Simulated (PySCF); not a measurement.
# C3H6ClNSi: NMR shifts at several levels of theory, part 1 of 2

How much do the NMR shifts of C3H6ClNSi (`C=C[Si@@H](Cl)N=C`) depend on the level of theory, and what does each level cost?

The runs use PySCF 2.14.0, with density-fitted response routines of our own; the level of theory stands in each step. All values are computed, except where a source is named. Atoms are numbered from 0 throughout.

**1. Starting geometry**

12 atoms, charge 0, multiplicity 1; geometry from: GFN2-xTB. The atoms were then displaced at random by about 0.01 Å, so the start is not that level's minimum.

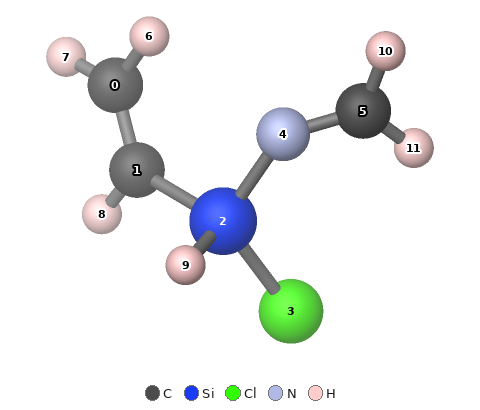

The starting geometry (carbon dark grey, silicon blue, chlorine green, nitrogen light blue, hydrogen pink), atoms numbered.

**2. Relaxing the molecule at PBE0-D3(BJ)/def2-SVP**

The job: settings as JSON, then the geometry in Å.

```
{"job": {"xc": "PBE0", "basis": "def2-SVP", "d3": "d3bj", "grid": 1, "shake": 0.01, "kind": "geom"}, "charge": 0, "multiplicity": 1}
C      1.837920     0.663790     1.071230
C      1.371280    -0.546380     0.859510
Si    -0.101110    -0.993080    -0.247480
Cl    -1.157910    -2.400060     0.725700
N     -0.907940     0.478190    -0.587090
C     -2.051240     0.921740    -0.320410
H      1.354070     1.535960     0.602010
H      2.676880     0.907230     1.700810
H      1.882360    -1.358480     1.372090
H      0.276980    -1.509520    -1.543190
H     -2.330330     1.914830    -0.634160
H     -2.811250     0.357490     0.227600
```

On the command line:

```sh
$ OMP_NUM_THREADS=1 python probes_run.py task.json out
```

One launch serves the whole session: the jobs run in the order shown.

What it wrote:

```text
step   0  E = -921.55760905  max force = 0.034607
step   1  E = -921.56343711  max force = 0.011240
step   2  E = -921.56412111  max force = 0.008209
step   3  E = -921.56433870  max force = 0.003473
step   4  E = -921.56458928  max force = 0.002369
step   5  E = -921.56463027  max force = 0.001173
step   6  E = -921.56465730  max force = 0.000715
step   7  E = -921.56466054  max force = 0.001202
step   8  E = -921.56466698  max force = 0.000876
step   9  E = -921.56467340  max force = 0.000389
optimisation converged
```

It took 63 s on 1 thread of Arm Neoverse V1, shared host; peak memory 0.5 GiB.

Along the way:

```tsv
step	energy from step 0 (eV)	largest force component (eV/Å)
0	0.0000	1.7796
1	-0.1586	0.5780
2	-0.1772	0.4221
3	-0.1831	0.1786
4	-0.1899	0.1218
5	-0.1911	0.0603
6	-0.1918	0.0368
7	-0.1919	0.0618
8	-0.1921	0.0450
9	-0.1922	0.0200
```

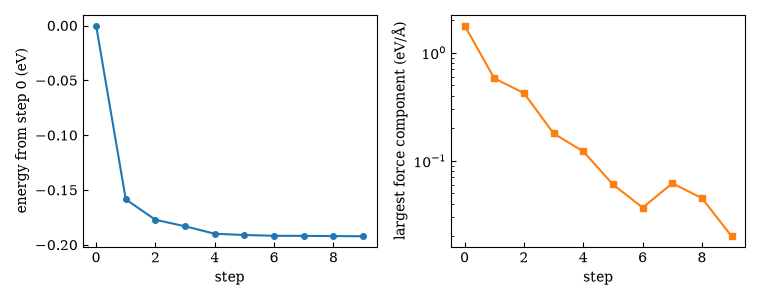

Energy and largest force along the relaxation.

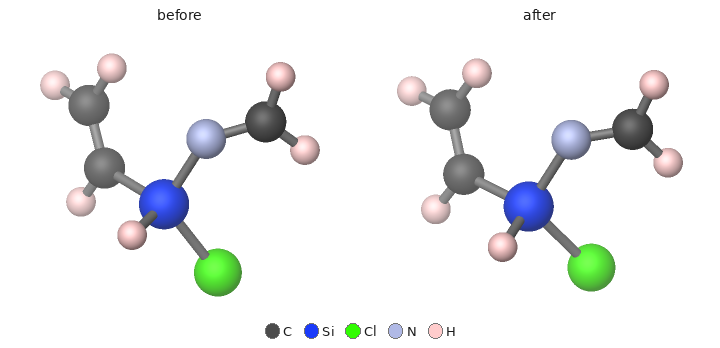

The geometry before (left) and after (right).

Close pairs (by a distance rule), those that changed most:

```tsv
bond	before (Å)	after (Å)	change (Å)
Si2–Cl3	2.011	2.089	+0.078
C1–Si2	1.895	1.853	-0.043
Si2–H9	1.445	1.486	+0.041
Si2–N4	1.712	1.741	+0.029
C5–H10	1.078	1.106	+0.027
C0–C1	1.314	1.338	+0.024
C0–H7	1.077	1.096	+0.019
C5–H11	1.094	1.110	+0.016
```

The next job starts from the end point, and lists it.

```tsv
at the end point	value
point group (found at 0.08 Å tolerance)	C1
rotational constants (GHz, main isotopes)	2.673, 1.942, 1.274
dipole moment (D)	1.20
```

**3. Nuclear shieldings: HF/pcSseg-1**

The job: settings as JSON, then the geometry in Å.

```
{"job": {"kind": "nmr", "xc": "HF", "basis": "pcSseg-1", "pop": false}, "charge": 0, "multiplicity": 1}
C      0.250497    -2.012479     1.050944
C     -0.176395    -3.264565     0.849381
Si    -1.725452    -3.642187    -0.094586
Cl    -2.920834    -4.907974     1.059969
N     -2.539688    -2.140927    -0.435158
C     -3.724279    -1.834307    -0.127320
H     -0.301816    -1.152763     0.656438
H      1.164632    -1.795782     1.614705
H      0.403494    -4.100033     1.261920
H     -1.483119    -4.344205    -1.381665
H     -4.131444    -0.841791    -0.394488
H     -4.417286    -2.510548     0.415095
```

Level: GIAO HF/pcSseg-1 NMR shielding, non-relativistic, gas phase.

What it wrote:

```text
final grid: 100520 points
cycle   1  E = -919.8527532520  dE =  7.880e-01  |g| = 5.054e-01  |ddm| = 3.036e+00
cycle   2  E = -919.9286180166  dE = -7.586e-02  |g| = 2.302e-01  |ddm| = 6.333e-01
cycle   3  E = -919.9404531104  dE = -1.184e-02  |g| = 7.153e-02  |ddm| = 2.167e-01
cycle   4  E = -919.9420958979  dE = -1.643e-03  |g| = 2.504e-02  |ddm| = 8.875e-02
cycle   5  E = -919.9422799492  dE = -1.841e-04  |g| = 5.139e-03  |ddm| = 3.060e-02
cycle   6  E = -919.9423022176  dE = -2.227e-05  |g| = 2.513e-03  |ddm| = 1.082e-02
cycle   7  E = -919.9423071938  dE = -4.976e-06  |g| = 8.169e-04  |ddm| = 5.758e-03
cycle   8  E = -919.9423076500  dE = -4.563e-07  |g| = 2.716e-04  |ddm| = 1.688e-03
cycle   9  E = -919.9423076904  dE = -4.033e-08  |g| = 7.393e-05  |ddm| = 4.544e-04
cycle  10  E = -919.9423076937  dE = -3.323e-09  |g| = 1.883e-05  |ddm| = 1.535e-04
cycle  11  E = -919.9423076939  dE = -2.665e-10  |g| = 6.250e-06  |ddm| = 4.643e-05
converged SCF energy = -919.9423076939

GIAO shielding tensors (ppm)
atom      isotropic    diamagn.    paramagn.     s11        s22        s33       span
  0 C       40.657     258.800    -218.143   -106.377     53.162    175.186    281.563
  1 C       53.789     263.622    -209.833    -79.213     62.431    178.149    257.362
  2 Si     409.959     872.954    -462.995    379.863    418.496    431.519     51.657
  3 Cl     994.058    1144.821    -150.763    946.871    990.782   1044.522     97.651
  4 N     -138.701     331.787    -470.489   -520.500   -184.724    289.120    809.620
  5 C       14.605     246.100    -231.495   -103.388      4.312    142.891    246.279
  6 H       25.146      36.252     -11.106     21.630     23.422     30.386      8.756
  7 H       25.180      32.151      -6.971     21.738     24.255     29.547      7.808
  8 H       25.608      28.431      -2.824     23.515     24.842     28.467      4.952
  9 H       26.538      26.129       0.410     22.932     24.866     31.817      8.886
 10 H       23.234      30.236      -7.002     21.768     22.843     25.091      3.324
 11 H       23.517      24.998      -1.481     21.206     21.406     27.939      6.733
```

Wall time 7.2 s (1 thread of Arm Neoverse V1, shared host); peak memory 0.73 GiB.

The references, computed at this level on geometries of the same kind, shield at (ppm): ¹H TMS 31.69, ¹³C TMS 190.8, ²⁹Si TMS 393.4, ¹⁵N NH3 265.7, ³⁵Cl HCl 956. Their shielding less the atom's gives the shift. The references are single molecules in the gas phase, so shifts against H2O, NH3, PH3, H3PO4 or CFCl3 are not on the usual liquid scales and can be off by tens of ppm.

```tsv
atoms	environment	σ (ppm)	δ (ppm)
C5	C=N carbon	14.6	176.2
C0	terminal =CH2 carbon	40.7	150.2
C1	alkene CH	53.8	137.1
H10	hydrogen on a C=N carbon	23.23	8.45
H11	hydrogen on a C=N carbon	23.52	8.17
H6	hydrogen on a terminal =CH2 carbon	25.15	6.54
H7	hydrogen on a terminal =CH2 carbon	25.18	6.51
H8	hydrogen on an alkene CH	25.61	6.08
H9	hydrogen on a silicon bonded to C, Cl, N	26.54	5.15
Si2	silicon bonded to C, Cl, N, H	410.0	-16.5
Cl3	chlorine bonded to Si	994	-38
N4	imine nitrogen	-138.7	404.4
```

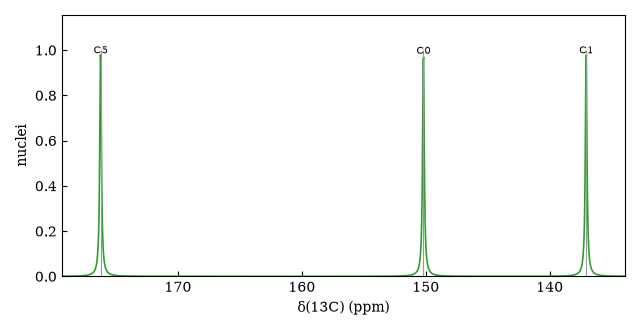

¹³C lines at the computed shifts, without couplings. Lines are broadened to a width of 0.16 ppm (Lorentzian).

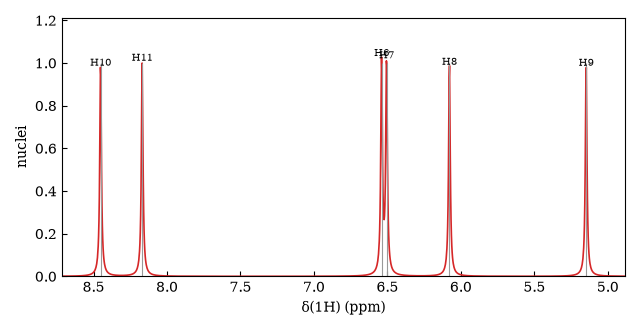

¹H lines at the computed shifts, without couplings. Lines are broadened to a width of 0.01 ppm (Lorentzian).

**4. NMR shieldings: LDA/pcSseg-1**

The job, as its differences from that of step 3:

```diff
@@ -1,2 +1,2 @@
-{"job": {"kind": "nmr", "xc": "HF", "basis": "pcSseg-1", "pop": false}, "charge": 0, "multiplicity": 1}
+{"job": {"kind": "nmr", "xc": "LDA", "basis": "pcSseg-1", "pop": false}, "charge": 0, "multiplicity": 1}
 C      0.250497    -2.012479     1.050944
```

With the program's defaults for keys left out, this is: GIAO LDA/pcSseg-1 NMR shielding, non-relativistic, gas phase.

What it wrote:

```text
coarse grid: 11288 points
cycle   1  E = -918.0574957504  dE =  4.233e-01  |g| = 5.841e-01  |ddm| = 3.212e+00
cycle   2  E = -917.8212286381  dE =  2.363e-01  |g| = 1.139e+00  |ddm| = 1.593e+00
cycle   3  E = -918.1209494842  dE = -2.997e-01  |g| = 3.127e-01  |ddm| = 1.176e+00
cycle   4  E = -918.1434661002  dE = -2.252e-02  |g| = 3.882e-02  |ddm| = 2.431e-01
cycle   5  E = -918.1437958645  dE = -3.298e-04  |g| = 1.759e-02  |ddm| = 6.490e-02
cycle   6  E = -918.1438825768  dE = -8.671e-05  |g| = 3.697e-03  |ddm| = 2.414e-02
cycle   7  E = -918.1438847587  dE = -2.182e-06  |g| = 1.493e-03  |ddm| = 5.792e-03
final grid: 100520 points
cycle   8  E = -918.1798952236  dE = -1.915e-05  |g| = 3.591e-03  |ddm| = 1.622e-02
cycle   9  E = -918.1798859302  dE =  9.293e-06  |g| = 7.293e-03  |ddm| = 9.047e-03
cycle  10  E = -918.1798975767  dE = -1.165e-05  |g| = 1.948e-03  |ddm| = 5.839e-03
cycle  11  E = -918.1798984659  dE = -8.892e-07  |g| = 1.834e-04  |ddm| = 1.691e-03
cycle  12  E = -918.1798984729  dE = -6.968e-09  |g| = 7.603e-05  |ddm| = 2.868e-04
cycle  13  E = -918.1798984743  dE = -1.394e-09  |g| = 2.579e-05  |ddm| = 9.686e-05
cycle  14  E = -918.1798984744  dE = -1.262e-10  |g| = 1.229e-05  |ddm| = 2.458e-05
converged SCF energy = -918.1798984744

GIAO shielding tensors (ppm)
atom      isotropic    diamagn.    paramagn.     s11        s22        s33       span
  0 C       27.087     260.625    -233.538    -94.941     12.002    164.200    259.141
  1 C       32.918     259.997    -227.079    -80.656     22.078    157.332    237.988
  2 Si     328.440     878.652    -550.212    275.303    348.820    361.196     85.893
  3 Cl     912.667    1144.641    -231.973    856.109    917.100    964.793    108.685
  4 N     -167.309     326.614    -493.923   -562.345   -196.197    256.616    818.961
  5 C       -7.639     247.594    -255.233    -94.852    -54.309    126.243    221.095
  6 H       24.349      35.560     -11.211     21.019     23.015     29.012      7.993
  7 H       24.213      31.152      -6.939     21.408     23.993     27.238      5.830
  8 H       24.340      27.563      -3.223     21.820     24.048     27.152      5.331
  9 H       24.595      25.420      -0.824     21.089     23.332     29.365      8.277
 10 H       21.892      29.981      -8.089     20.953     22.025     22.697      1.745
 11 H       21.902      24.306      -2.404     20.060     20.400     25.245      5.185
```

Run time: 17 s. Hardware: 1 thread of Arm Neoverse V1, shared host; peak memory 0.79 GiB.

In short: δ C5 188.4, C0 153.6, C1 147.8, Si2 -10.1, H10 8.94, H11 8.93 ppm.

**5. NMR shieldings: PBE/pcSseg-1**

The job, as its differences from that of step 4:

```diff
@@ -1,2 +1,2 @@
-{"job": {"kind": "nmr", "xc": "LDA", "basis": "pcSseg-1", "pop": false}, "charge": 0, "multiplicity": 1}
+{"job": {"kind": "nmr", "xc": "PBE", "basis": "pcSseg-1", "pop": false}, "charge": 0, "multiplicity": 1}
 C      0.250497    -2.012479     1.050944
```

With the program's defaults for keys left out, this is: GIAO PBE/pcSseg-1 NMR shielding, non-relativistic, gas phase.

What it wrote:

```text
coarse grid: 11288 points
cycle   1  E = -921.6645583851  dE =  4.370e-01  |g| = 5.839e-01  |ddm| = 3.206e+00
cycle   2  E = -921.4345452984  dE =  2.300e-01  |g| = 1.127e+00  |ddm| = 1.585e+00
cycle   3  E = -921.7284252687  dE = -2.939e-01  |g| = 3.087e-01  |ddm| = 1.168e+00
cycle   4  E = -921.7508199287  dE = -2.239e-02  |g| = 3.398e-02  |ddm| = 2.401e-01
cycle   5  E = -921.7510822901  dE = -2.624e-04  |g| = 1.684e-02  |ddm| = 6.209e-02
cycle   6  E = -921.7511615400  dE = -7.925e-05  |g| = 3.352e-03  |ddm| = 2.277e-02
cycle   7  E = -921.7511634705  dE = -1.931e-06  |g| = 1.593e-03  |ddm| = 5.448e-03
final grid: 100520 points
cycle   8  E = -921.7945422107  dE = -2.098e-05  |g| = 1.086e-02  |ddm| = 2.560e-02
cycle   9  E = -921.7944827553  dE =  5.946e-05  |g| = 1.880e-02  |ddm| = 2.516e-02
cycle  10  E = -921.7945622978  dE = -7.954e-05  |g| = 5.810e-03  |ddm| = 1.807e-02
cycle  11  E = -921.7945700317  dE = -7.734e-06  |g| = 8.864e-04  |ddm| = 4.238e-03
cycle  12  E = -921.7945702166  dE = -1.849e-07  |g| = 1.873e-04  |ddm| = 9.510e-04
cycle  13  E = -921.7945702234  dE = -6.774e-09  |g| = 9.322e-05  |ddm| = 2.148e-04
cycle  14  E = -921.7945702257  dE = -2.361e-09  |g| = 2.010e-05  |ddm| = 9.210e-05
cycle  15  E = -921.7945702258  dE = -1.037e-10  |g| = 4.169e-06  |ddm| = 2.123e-05
converged SCF energy = -921.7945702258

GIAO shielding tensors (ppm)
atom      isotropic    diamagn.    paramagn.     s11        s22        s33       span
  0 C       33.891     259.923    -226.033    -85.849     25.581    161.939    247.787
  1 C       40.542     259.638    -219.097    -70.266     33.815    158.076    228.342
  2 Si     349.322     878.262    -528.940    299.798    368.251    379.917     80.119
  3 Cl     924.959    1144.759    -219.800    868.403    924.734    981.739    113.337
  4 N     -145.890     327.708    -473.598   -512.855   -180.462    255.646    768.501
  5 C        2.267     247.442    -245.175    -87.084    -31.000    124.885    211.969
  6 H       24.840      36.192     -11.352     21.545     23.501     29.473      7.928
  7 H       24.711      31.650      -6.939     21.816     24.458     27.858      6.042
  8 H       24.896      28.083      -3.187     22.453     24.593     27.642      5.189
  9 H       25.249      25.840      -0.592     21.781     23.925     30.040      8.259
 10 H       22.432      30.649      -8.216     21.486     22.808     23.004      1.518
 11 H       22.439      24.500      -2.061     20.615     20.987     25.717      5.102
```

It took 19 s on 1 thread of Arm Neoverse V1, shared host; peak memory 0.73 GiB.

In short: δ C5 177.8, C0 146.1, C1 139.5, Si2 -14.7, H10 8.76, H11 8.76 ppm.

**6. Nuclear shieldings: BLYP/pcSseg-1**

The job, as its differences from that of step 5:

```diff
@@ -1,2 +1,2 @@
-{"job": {"kind": "nmr", "xc": "PBE", "basis": "pcSseg-1", "pop": false}, "charge": 0, "multiplicity": 1}
+{"job": {"kind": "nmr", "xc": "BLYP", "basis": "pcSseg-1", "pop": false}, "charge": 0, "multiplicity": 1}
 C      0.250497    -2.012479     1.050944
```

Method: GIAO BLYP/pcSseg-1 NMR shielding, non-relativistic, gas phase.

What it wrote:

```text
coarse grid: 11288 points
cycle   1  E = -922.1396298565  dE =  4.397e-01  |g| = 6.350e-01  |ddm| = 3.210e+00
cycle   2  E = -921.8585683146  dE =  2.811e-01  |g| = 1.237e+00  |ddm| = 1.747e+00
cycle   3  E = -922.2137049202  dE = -3.551e-01  |g| = 3.327e-01  |ddm| = 1.311e+00
cycle   4  E = -922.2396890664  dE = -2.598e-02  |g| = 3.646e-02  |ddm| = 2.594e-01
cycle   5  E = -922.2399877173  dE = -2.987e-04  |g| = 1.826e-02  |ddm| = 6.758e-02
cycle   6  E = -922.2400806549  dE = -9.294e-05  |g| = 4.129e-03  |ddm| = 2.496e-02
cycle   7  E = -922.2400839250  dE = -3.270e-06  |g| = 1.521e-03  |ddm| = 6.135e-03
final grid: 100520 points
cycle   8  E = -922.2848287208  dE = -2.008e-05  |g| = 6.881e-03  |ddm| = 1.988e-02
cycle   9  E = -922.2847962042  dE =  3.252e-05  |g| = 1.338e-02  |ddm| = 1.690e-02
cycle  10  E = -922.2848373357  dE = -4.113e-05  |g| = 3.708e-03  |ddm| = 1.248e-02
cycle  11  E = -922.2848404908  dE = -3.155e-06  |g| = 4.644e-04  |ddm| = 2.557e-03
cycle  12  E = -922.2848405439  dE = -5.314e-08  |g| = 9.058e-05  |ddm| = 5.911e-04
cycle  13  E = -922.2848405453  dE = -1.377e-09  |g| = 4.922e-05  |ddm| = 1.263e-04
cycle  14  E = -922.2848405458  dE = -5.296e-10  |g| = 2.175e-05  |ddm| = 5.392e-05
converged SCF energy = -922.2848405458

GIAO shielding tensors (ppm)
atom      isotropic    diamagn.    paramagn.     s11        s22        s33       span
  0 C       30.300     259.493    -229.193    -90.692     24.779    156.815    247.507
  1 C       35.149     258.547    -223.398    -77.618     29.910    153.155    230.773
  2 Si     341.780     877.933    -536.153    292.856    359.152    373.331     80.475
  3 Cl     920.215    1145.060    -224.845    857.050    919.602    983.993    126.944
  4 N     -153.032     328.438    -481.469   -522.453   -189.368    252.726    775.179
  5 C       -0.547     247.114    -247.661    -91.861    -29.405    119.626    211.487
  6 H       25.126      36.651     -11.524     21.903     23.772     29.704      7.801
  7 H       25.032      31.748      -6.715     22.175     24.740     28.183      6.008
  8 H       25.197      28.079      -2.882     22.639     24.953     27.998      5.359
  9 H       25.577      26.261      -0.683     22.106     24.233     30.394      8.288
 10 H       22.738      31.097      -8.359     21.688     23.219     23.306      1.618
 11 H       22.686      24.697      -2.011     20.839     21.300     25.919      5.080
```

It took 18 s on 1 thread of Arm Neoverse V1, shared host; peak memory 0.73 GiB.

Key values: δ C5 175.9, C0 145.0, C1 140.2, Si2 -18.3, H11 8.68, H10 8.62 ppm.

**7. Nuclear shieldings: BP86/pcSseg-1**

The job, as its differences from that of step 6:

```diff
@@ -1,2 +1,2 @@
-{"job": {"kind": "nmr", "xc": "BLYP", "basis": "pcSseg-1", "pop": false}, "charge": 0, "multiplicity": 1}
+{"job": {"kind": "nmr", "xc": "BP86", "basis": "pcSseg-1", "pop": false}, "charge": 0, "multiplicity": 1}
 C      0.250497    -2.012479     1.050944
```

Level: GIAO BP86/pcSseg-1 NMR shielding, non-relativistic, gas phase.

What it wrote:

```text
coarse grid: 11288 points
cycle   1  E = -922.3007401985  dE =  4.365e-01  |g| = 5.813e-01  |ddm| = 3.202e+00
cycle   2  E = -922.0749230914  dE =  2.258e-01  |g| = 1.121e+00  |ddm| = 1.526e+00
cycle   3  E = -922.3641314623  dE = -2.892e-01  |g| = 3.028e-01  |ddm| = 1.123e+00
cycle   4  E = -922.3857624534  dE = -2.163e-02  |g| = 3.279e-02  |ddm| = 2.366e-01
cycle   5  E = -922.3860103706  dE = -2.479e-04  |g| = 1.568e-02  |ddm| = 5.942e-02
cycle   6  E = -922.3860808400  dE = -7.047e-05  |g| = 3.213e-03  |ddm| = 2.141e-02
cycle   7  E = -922.3860826778  dE = -1.838e-06  |g| = 1.431e-03  |ddm| = 4.983e-03
final grid: 100520 points
cycle   8  E = -922.4269519140  dE = -2.241e-05  |g| = 6.463e-03  |ddm| = 2.064e-02
cycle   9  E = -922.4269332886  dE =  1.863e-05  |g| = 1.033e-02  |ddm| = 1.347e-02
cycle  10  E = -922.4269554051  dE = -2.212e-05  |g| = 3.863e-03  |ddm| = 9.810e-03
cycle  11  E = -922.4269589697  dE = -3.565e-06  |g| = 7.481e-04  |ddm| = 3.144e-03
cycle  12  E = -922.4269591081  dE = -1.384e-07  |g| = 1.980e-04  |ddm| = 8.416e-04
cycle  13  E = -922.4269591379  dE = -2.979e-08  |g| = 7.115e-05  |ddm| = 1.868e-04
cycle  14  E = -922.4269591180  dE =  1.995e-08  |g| = 9.684e-06  |ddm| = 6.896e-05
cycle  15  E = -922.4269591180  dE = -2.910e-11  |g| = 2.092e-06  |ddm| = 1.167e-05
converged SCF energy = -922.4269591180

GIAO shielding tensors (ppm)
atom      isotropic    diamagn.    paramagn.     s11        s22        s33       span
  0 C       33.700     260.167    -226.467    -85.920     25.759    161.260    247.180
  1 C       40.459     260.138    -219.679    -70.182     33.674    157.885    228.066
  2 Si     348.711     878.288    -529.577    299.373    367.578    379.180     79.807
  3 Cl     924.778    1144.924    -220.147    867.721    923.726    982.886    115.165
  4 N     -143.995     327.838    -471.832   -507.310   -179.809    255.135    762.445
  5 C        2.246     247.476    -245.229    -86.998    -30.562    124.299    211.297
  6 H       24.907      36.275     -11.368     21.639     23.558     29.524      7.884
  7 H       24.795      31.722      -6.926     21.919     24.542     27.926      6.006
  8 H       24.994      28.068      -3.074     22.599     24.682     27.700      5.101
  9 H       25.333      25.951      -0.618     21.857     24.003     30.139      8.282
 10 H       22.534      30.607      -8.073     21.570     22.962     23.071      1.501
 11 H       22.515      24.575      -2.061     20.679     21.068     25.797      5.119
```

Run time: 19 s. Hardware: 1 thread of Arm Neoverse V1, shared host; peak memory 0.73 GiB.

In short: δ C5 177.5, C0 146.0, C1 139.3, Si2 -14.8, H11 8.75, H10 8.73 ppm.

**8. Shielding tensors: OPBE/pcSseg-1**

The job, as its differences from that of step 7:

```diff
@@ -1,2 +1,2 @@
-{"job": {"kind": "nmr", "xc": "BP86", "basis": "pcSseg-1", "pop": false}, "charge": 0, "multiplicity": 1}
+{"job": {"kind": "nmr", "xc": "OPBE", "basis": "pcSseg-1", "pop": false}, "charge": 0, "multiplicity": 1}
 C      0.250497    -2.012479     1.050944
```

With the program's defaults for keys left out, this is: GIAO OPBE/pcSseg-1 NMR shielding, non-relativistic, gas phase.

What it wrote:

```text
coarse grid: 11288 points
cycle   1  E = -922.1119933520  dE =  4.215e-01  |g| = 5.369e-01  |ddm| = 3.213e+00
cycle   2  E = -921.9367476614  dE =  1.752e-01  |g| = 1.002e+00  |ddm| = 1.454e+00
cycle   3  E = -922.1685291421  dE = -2.318e-01  |g| = 2.830e-01  |ddm| = 1.021e+00
cycle   4  E = -922.1877616338  dE = -1.923e-02  |g| = 3.077e-02  |ddm| = 2.247e-01
cycle   5  E = -922.1879800074  dE = -2.184e-04  |g| = 1.503e-02  |ddm| = 5.456e-02
cycle   6  E = -922.1880423632  dE = -6.236e-05  |g| = 3.245e-03  |ddm| = 2.022e-02
cycle   7  E = -922.1880430674  dE = -7.042e-07  |g| = 2.849e-03  |ddm| = 5.133e-03
final grid: 100520 points
cycle   8  E = -922.2003470062  dE = -1.537e-04  |g| = 1.943e-02  |ddm| = 5.288e-02
cycle   9  E = -922.2002424929  dE =  1.045e-04  |g| = 2.556e-02  |ddm| = 4.032e-02
cycle  10  E = -922.2003755034  dE = -1.330e-04  |g| = 1.107e-02  |ddm| = 2.961e-02
cycle  11  E = -922.2004080014  dE = -3.250e-05  |g| = 1.806e-03  |ddm| = 9.041e-03
cycle  12  E = -922.2004088551  dE = -8.536e-07  |g| = 3.079e-04  |ddm| = 2.096e-03
cycle  13  E = -922.2004088756  dE = -2.057e-08  |g| = 1.310e-04  |ddm| = 3.375e-04
cycle  14  E = -922.2004088789  dE = -3.289e-09  |g| = 5.726e-05  |ddm| = 1.343e-04
cycle  15  E = -922.2004088798  dE = -8.667e-10  |g| = 7.098e-06  |ddm| = 5.534e-05
converged SCF energy = -922.2004088798

GIAO shielding tensors (ppm)
atom      isotropic    diamagn.    paramagn.     s11        s22        s33       span
  0 C       44.322     260.156    -215.834    -71.434     37.601    166.797    238.231
  1 C       53.243     260.431    -207.188    -52.823     47.770    164.781    217.604
  2 Si     374.081     878.396    -504.315    328.223    392.246    401.774     73.551
  3 Cl     941.005    1145.026    -204.021    892.450    933.404    997.160    104.710
  4 N     -119.633     328.419    -448.053   -462.100   -155.690    258.890    720.990
  5 C       13.705     247.668    -233.963    -73.936    -15.666    130.716    204.652
  6 H       24.809      36.157     -11.348     21.485     23.485     29.458      7.973
  7 H       24.641      31.922      -7.281     21.652     24.410     27.862      6.211
  8 H       24.891      28.336      -3.446     22.651     24.479     27.541      4.890
  9 H       25.353      25.483      -0.129     21.942     24.022     30.097      8.155
 10 H       22.389      30.567      -8.178     21.569     22.680     22.918      1.349
 11 H       22.496      24.249      -1.753     20.691     20.984     25.815      5.123
```

Wall time 20 s (1 thread of Arm Neoverse V1, shared host); peak memory 0.73 GiB.

In short: δ C5 171.4, C0 140.8, C1 131.9, Si2 -13.8, H10 8.84, H11 8.73 ppm.

(Continued in part 2 of 2.)
